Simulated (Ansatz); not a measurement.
**LiCl (Fm-3m): the PBE gap against the k mesh of the density**

How far can the k mesh of the density be lowered for the gap of LiCl (Fm-3m)?

Program: Ansatz 0.2.0. Level of theory: DFT, PBE, plane waves, PAW; PAW set soft_1. Results are calculated unless marked as measured.

### Step 1. The structure

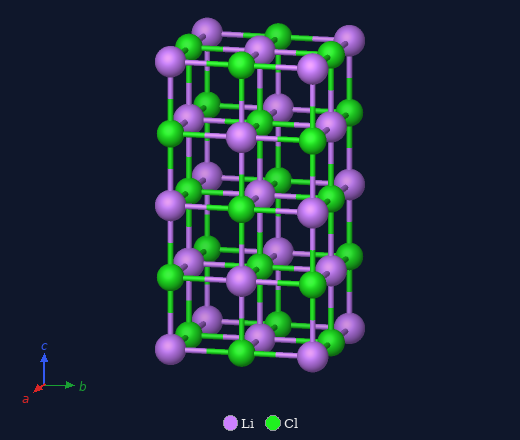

The starting structure, seen slightly off an axis (lithium purple, chlorine green). 1×1×2 cells are drawn. This picture shows the conventional cell, with its axes. Some periodic images of atoms are drawn too.

The cell and positions come from the Crystallography Open Database and are kept as given unless a step says otherwise.

### Step 2. k mesh of the density: 2×2×2

Contents of input.yaml:

```yaml
crystal:
  lattice:
    - [0.0, 2.5715, 2.5715]
    - [2.5715, 0.0, 2.5715]
    - [2.5715, 2.5715, 0.0]
  atoms:
    - { symbol: Li, position: [0.0, 0.0, 0.0] }
    - { symbol: Cl, position: [0.5, 0.5, 0.5] }
kpoints:
  mp_grid: { grid: [2, 2, 2] }
  band_path:
    path:
      - [0.0, 0.0, 0.0]
      - [0.5, 0.0, 0.5]
      - [0.625, 0.25, 0.625]
      - [0.375, 0.375, 0.75]
      - [0.5, 0.5, 0.5]
      - [0.5, 0.25, 0.75]
      - [0.075, 0.075, 0.15]
    npoints: 1
hamiltonian:
  xc: pbe
  pseudopotentials: { kind: paw, azcp: { folder: soft_1 } }
scf:
  occupations: { method: fixed }
  n_extra_bands: 4
output:
  eigenvalues: true
```

On the command line:

```bash
ansatz run input.yaml --threads 24 --pin off --max-ram 82944MiB --backend cuda --events-out ev --progress --plain --runs-dir out --devices 1 --max-vram 78GiB
```

Numbers of over 12 decimals in the logs are rounded to 6 here.

What it wrote:

```text
scf.n_extra_bands = 4 over 5 filled bands (N_el = 10.0): the run solves 9 bands
GPUs: using 1 of 1 available (devices: 1).
Engine: ansatz 0.2.0, aarch64-unknown-linux-gnu
Pseudopotentials: kind: paw
Pseudopotential: Li, paw, valence charge 3, recommended cutoff 420 eV (normal), soft_1/Li.paw.azcp
Pseudopotential: Cl, paw, valence charge 7, recommended cutoff 420 eV (normal), soft_1/Cl.paw.azcp
Functional definition: PBE
  parameter kappa = 0.804
  parameter beta = 0.066725
  exchange = pbe_x(kappa = kappa, mu = beta*pi^2/3)
  correlation = pbe_c(beta = beta)
device memory: the entry about to start is reckoned to put 1.2 GiB on a device that reports 168.9 GiB free (of which the cap on the GPU budget leaves the run 78.0 GiB)
GPU FFT provider: cuFFT
GPU libraries: cuBLAS 13.8.1, cuFFT 12.4.0, cuSOLVER 12.3.2
GPU matrix products: emulated (plane waves: as basis.precision tells), large ones in fixed point in workspaces of 1.00 GiB
Crystal: 2 atoms, lattice volume = 34.009 Å³
Basis set: ecut = 420 eV, 645 PW (Γ)
Bands: 9, of which v1, the nominal top of the filled ones, is band 5 counted from 1 (4 counted from 0)
Symmetry: 48 space group operations
Space group: Fm-3m (ITA 225), of the structure as read, at distance tolerance 3.2e-5 Å
k-points: 3 of 8
Non-local potential: Li, projectors of the file, l = 0: 3, l = 1: 2, l = 2: 1
Non-local potential: Cl, projectors of the file, l = 0: 2, l = 1: 2, l = 2: 1
PAW form: soft (Blöchl's): semilocal exchange-correlation on the pseudo side does not see the compensation charge
PAW one-centre angular grid: Li, 110 points (default); XC on 96 Gauss nodes
PAW one-centre angular grid: Cl, 110 points (default); XC on 64 Gauss nodes
Initial density: superposition of atomic densities (chi_scale 0.1, normalization cell, long waves kept (reshape's long-wave potential 0.00 eV rms))
Initial wavefunctions: pseudopotential atomic-orbital guess
GPU buffer pool allocated for 15625 grid points (all kernels)
GPU transforms: local potential and band sums: pruned to the plane-wave sphere, on 25×25×25
Functional: x = pbe(κ = 0.804, μ = 0.219515), c = pbe(β = 0.066725)
SCF iter   1: F=—  HF=-1287.244987 eV  |F-HF|=—  |Δ(HF+E_count)|=         —  Δρ=2.91e-2  dr2=2.05e-1  ethr=3.10e-3  ⟨swp⟩=5.3  Hψ=180  notcnv=0
preconditioner: auto → none  [insulator: Δε(μ)=5.859 eV  Ē_g=13.817 eV  n_scr=8 (ndim 8)  ℏωp=18.0 eV  f_vac=0.000  ε∞_Penn≈2.7]
SCF iter   2: F=—  HF=-1287.289100 eV  |F-HF|=—  |Δ(HF+E_count)|=   4.41e-2  Δρ=1.43e-2  dr2=4.58e-2  ethr=2.05e-3  ⟨swp⟩=2.0  Hψ=60  notcnv=0  defer=3
SCF iter   3: F=—  HF=-1287.306760 eV  |F-HF|=—  |Δ(HF+E_count)|=   1.77e-2  Δρ=1.44e-3  dr2=1.18e-3  ethr=4.58e-4  ⟨swp⟩=3.7  Hψ=54  notcnv=0  defer=3
SCF iter   4: F=—  HF=-1287.306632 eV  |F-HF|=—  |Δ(HF+E_count)|=   1.28e-4  Δρ=3.89e-4  dr2=3.96e-5  ethr=1.18e-5  ⟨swp⟩=2.3  Hψ=47  notcnv=0  defer=3
SCF iter   5: F=—  HF=-1287.306698 eV  |F-HF|=—  |Δ(HF+E_count)|=   6.64e-5  Δρ=7.32e-5  dr2=1.34e-6  ethr=3.96e-7  ⟨swp⟩=2.0  Hψ=51  notcnv=0  defer=3
SCF iter   6: F=-1287.306698 eV  HF=-1287.306698 eV  |F-HF|=1.91e-9  |Δ(HF+E_count)|=   3.33e-7  Δρ=9.10e-6  dr2=1.40e-8  ethr=1.00e-9  ⟨swp⟩=5.7  Hψ=150  notcnv=0
SCF 1 converged in 6 iterations: F = -1287.306698 eV  dr2 = 1.40e-8
[...]
device memory: the entry about to start is reckoned to put 1.4 GiB on a device that reports 169.2 GiB free (of which the cap on the GPU budget leaves the run 78.0 GiB)
NSCF: frozen V_eff on 7 k-points
SCF converged after 6 iterations
Free energy (F): -1287.306698 eV
Harris-Foulkes:  -1287.306698 eV  (|F-HF|=1.91e-9)
Internal energy: -1287.306698 eV  (E = F + TS)
E sigma→0 (E₀):  -1287.306698 eV
Fermi energy:    1.864237 eV
--- Per-component energies (eV) ---
  E_band       = -101.916341
  E_kinetic    = 172.157350
  E_local      = -331.635224  (includes V_loc(G=0)·N_el)
  E_nonlocal   = 11.494785
  E_hartree    = 98.341667
  E_xc         = -117.799295
  E_vxc        = -129.847995  (∫ρ·V_xc dr)
  E_paw        = -683.522113  (= ΣΔE_a)
  E_vpaw       = -20.770340  (= ΣTr[D̂ρ^β])
  E_aug_tail   = 0.000361  (compensation charges beyond the density's cutoff)
  E_ewald      = -436.344230
  E_smearing   = -0.000000  (= −TS)
  E_closure    = 0.000000  (closes the sum)
  Σ components = -1287.306698   (vs F -1287.306698, Δ=0.00e0)
--- Band table (eV) ---
  k-point 0: bands = ["-42.0618", "-11.4841", "1.8642", "1.8642", "1.8642", "8.0581", "13.5320", "13.5320", "13.5320"]
  k-point 1: bands = ["-42.0592", "-10.9109", "-0.9755", "1.6095", "1.6095", "8.4815", "11.1240", "11.1240", "14.7067"]
  k-point 2: bands = ["-42.0584", "-10.6648", "-1.0493", "0.7519", "0.7519", "9.5127", "10.0024", "14.1954", "15.7768"]
```

Elapsed: 0.72 s, on 1 × NVIDIA GB200 (shared by 2 runs) with 24 threads of Arm Neoverse V2, shared host; peak memory 0.95 GiB.

The column dr2 measures how far the density is from self-consistency, as an energy; F and HF (Harris–Foulkes) agree once it is small.

Numbers from this step:

* gap: 6.190 eV
* valence top at: k = (0.075, 0.075, 0.150)
* conduction bottom at: Γ
* least direct gap: 6.194 eV

The gap is indirect, with the least direct gap 0.004 eV higher.

### Step 3. k mesh of the density: 4×4×4

Changes to input.yaml since step 2:

```diff
@@ -9,3 +9,3 @@
 kpoints:
-  mp_grid: { grid: [2, 2, 2] }
+  mp_grid: { grid: [4, 4, 4] }
   band_path:
```

What it wrote:

```text
[...]
GPUs: using 1 of 1 available (devices: 1).
[...]
GPU FFT provider: cuFFT
GPU libraries: cuBLAS 13.8.1, cuFFT 12.4.0, cuSOLVER 12.3.2
[...]
Crystal: 2 atoms, lattice volume = 34.009 Å³
Basis set: ecut = 420 eV, 645 PW (Γ)
Bands: 9, of which v1, the nominal top of the filled ones, is band 5 counted from 1 (4 counted from 0)
[... 1 set-up line as in the run before ...]
[...]
SCF 1 converged in 6 iterations: F = -1287.828807 eV  dr2 = 4.00e-9
[...]
NSCF: frozen V_eff on 7 k-points
SCF converged after 6 iterations
Free energy (F): -1287.828807 eV
[...]
Internal energy: -1287.828807 eV  (E = F + TS)
E sigma→0 (E₀):  -1287.828807 eV
Fermi energy:    1.624261 eV
[...]
--- Band table (eV; the first three rows and the last of 8) ---
[...]
```

Elapsed: 0.9 s, on 1 × NVIDIA GB200 (shared by 2 runs) with 24 threads; peak memory 0.93 GiB.

This step gave:

```yaml
gap: 6.281 eV
valence_top_at: k = (0.075, 0.075, 0.150)
conduction_bottom_at: Γ
least_direct_gap: 6.285 eV
```

The gap is 6.281 eV, +0.092 eV from the run before at this level.

### Step 4. k mesh of the density: 8×8×8 (the default)

input.yaml, the sections that differ from step 3:

```yaml
kpoints:
  mp_grid: { grid: [8, 8, 8] }
  band_path:
    path:
      - [[0.0, 0.0, 0.0], [0.5, 0.0, 0.5], [0.625, 0.25, 0.625]]
      - [[0.375, 0.375, 0.75], [0.0, 0.0, 0.0], [0.5, 0.5, 0.5], [0.5, 0.25, 0.75], [0.5, 0.0, 0.5]]
    npoints: 10
scf:
  occupations: { method: fermi_dirac, width: 0.02 }
  n_extra_bands: 4
# crystal, hamiltonian, output: as in step 3
```

What it wrote:

```text
[...]
GPUs: using 1 of 1 available (devices: 1).
[...]
GPU FFT provider: cuFFT
GPU libraries: cuBLAS 13.8.1, cuFFT 12.4.0, cuSOLVER 12.3.2
[...]
Crystal: 2 atoms, lattice volume = 34.009 Å³
Basis set: ecut = 420 eV, 645 PW (Γ)
Bands: 9, of which v1, the nominal top of the filled ones, is band 5 counted from 1 (4 counted from 0)
[... 1 set-up line as in the run before ...]
[...]
SCF 1 converged in 6 iterations: F = -1287.835171 eV  dr2 = 1.38e-8
[...]
NSCF: frozen V_eff on 62 k-points, pencils in batches of 32, up to order 44
SCF converged after 6 iterations
Free energy (F): -1287.835171 eV
[...]
Internal energy: -1287.835171 eV  (E = F + TS)
E sigma→0 (E₀):  -1287.835171 eV
Fermi energy:    4.786985 eV
[...]
--- Band table (eV; the first three rows and the last of 29) ---
[...]
```

Wall time 0.92 s (1 × NVIDIA GB200 (shared by 2 runs) with 24 threads); peak memory 0.97 GiB.

This step gave:

```
gap                  : 6.284 eV
valence top at       : k = (0.075, 0.075, 0.150)
conduction bottom at : Γ
least direct gap     : 6.287 eV
```

The gap is 6.284 eV, +0.002 eV from the run before at this level.

### Step 5. k mesh of the density: 12×12×12

input.yaml, the sections that differ from step 4:

```yaml
kpoints:
  mp_grid: { grid: [12, 12, 12] }
  band_path:
    path:
      - [0.0, 0.0, 0.0]
      - [0.5, 0.0, 0.5]
      - [0.625, 0.25, 0.625]
      - [0.375, 0.375, 0.75]
      - [0.5, 0.5, 0.5]
      - [0.5, 0.25, 0.75]
      - [0.075, 0.075, 0.15]
    npoints: 1
scf:
  occupations: { method: fixed }
  n_extra_bands: 4
# crystal, hamiltonian, output: as in step 4
```

What it wrote:

```text
[...]
GPUs: using 1 of 1 available (devices: 1).
[...]
GPU FFT provider: cuFFT
GPU libraries: cuBLAS 13.8.1, cuFFT 12.4.0, cuSOLVER 12.3.2
[...]
Crystal: 2 atoms, lattice volume = 34.009 Å³
Basis set: ecut = 420 eV, 645 PW (Γ)
Bands: 9, of which v1, the nominal top of the filled ones, is band 5 counted from 1 (4 counted from 0)
[... 1 set-up line as in the run before ...]
[...]
SCF 1 converged in 6 iterations: F = -1287.835174 eV  dr2 = 8.41e-9
[...]
SCF converged after 6 iterations
Free energy (F): -1287.835174 eV
[...]
Internal energy: -1287.835174 eV  (E = F + TS)
E sigma→0 (E₀):  -1287.835174 eV
Fermi energy:    1.620903 eV
[...]
--- Band table (eV; the first three rows and the last of 72) ---
[...]
```

The job ended after 1.6 s (1 × NVIDIA GB200 (shared by 2 runs) with 24 threads; peak memory 0.95 GiB).

Numbers from this step:

```yaml
gap: 6.284 eV
valence_top_at: k = (0.075, 0.075, 0.150)
conduction_bottom_at: Γ
least_direct_gap: 6.287 eV
```

The gap is 6.284 eV, as in the run before at this level.

### Step 6. The series

Differences are against the last row; a negative gap means that bands overlap, and a run with a band path holds that path's time. Times are wall times on 1 × NVIDIA GB200 (shared by 2 runs) with 24 threads of Arm Neoverse V2, shared host, good to a factor of about two.

```
k mesh of the density  gap (eV)  direct gap (eV)  gap error (eV)  energy error (meV/atom)  irreducible k    time
                2×2×2     6.190            6.194          −0.094                   +264.2              3  0.72 s
                4×4×4     6.281            6.285          −0.002                     +3.2              8   0.9 s
                8×8×8     6.284            6.287          +0.000                     +0.0             29  0.92 s
             12×12×12     6.284            6.287          +0.000                     +0.0             72   1.6 s
```

### Step 7. Outcome

```
2×2×2    : 6.190 eV
4×4×4    : 6.281 eV
8×8×8    : 6.284 eV
12×12×12 : 6.284 eV
```

**Reading.** The gap holds to 0.02 eV from 4×4×4 on. At 2×2×2 the gap is off by −0.094 eV and the energy by +264 meV/atom. The gap is read over the mesh and added points near the edges, so meshes differ mainly through the density and, for a hybrid, the exchange operator.

[Paths, hosts, dates, memory and timing lines, banners, echoed tables and standing remarks are left out of the program output.]

[Logs are printed without paths, hosts, clocks, repeated set-up lines and the standing remarks that a program may print on its own settings, such as how far it seeks lower states.]

[Runs of the session that timed out or met a known fault of the program may be left out.]

[Cells called generated may have been cut or substituted from an entry of the Crystallography Open Database or the Materials Project.]

[No measured gap is set beside runs whose start may be inverted or whose files or cutoffs have a known fault.]

[Hosts, paths, dates, database ids (printed as entryN), source tags and the programs' standing remarks are cut or masked in the printed files.]
